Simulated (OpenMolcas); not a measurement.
# Exact exchange and the vertical ionisation energy of CH7AlOSi

The species is CH7AlOSi (11 atoms), meant as a singlet with charge 0. SMILES: `[CH3][AlH][O][SiH3]`. The coordinates come from a PBE0-D4/def2-TZVP relaxation. This is one conformer, not always the lowest.

The vertical ionisation energy (to the doublet cation) y, in eV, basis cc-pVDZ; a is the functional's share of exact exchange. Programs: OpenMolcas 26.06.

| functional | program | a | y (eV) |
| --- | --- | --- | --- |
| BLYP | OpenMolcas | 0 | 9.11 |
| TPSS | OpenMolcas | 0 | 9.37 |
| B3LYP | OpenMolcas | 0.2 | 9.67 |
| PBE0 | OpenMolcas | 0.25 | ? |
| BHLYP | OpenMolcas | 0.5 | 10.07 |

Q: Fit y = c + s·a to the known rows and predict PBE0.

A: 
1. Means of the 4 rows: a = 0.1750, y = 9.555.
2. Σ(Δa)² = 0.1675, Σ(Δa·Δy) = 0.2805, so the slope is 0.2805/0.1675 = 1.6746.
3. Intercept: 9.555 − (1.6746) × 0.1750 = 9.262. The largest residual of the fit is 0.15.
4. PBE0: 9.262 + (1.6746) × 0.25 = 9.68 eV.

The run gave 9.73 eV, so the prediction is off by -0.05 eV, within the largest residual. The rows mix families of semi-local functionals, which the line can't see.

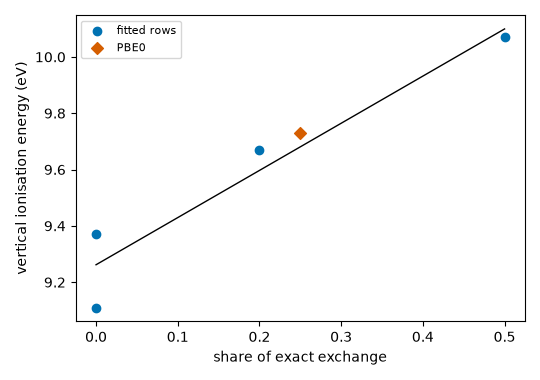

The fitted line, with the withheld row.
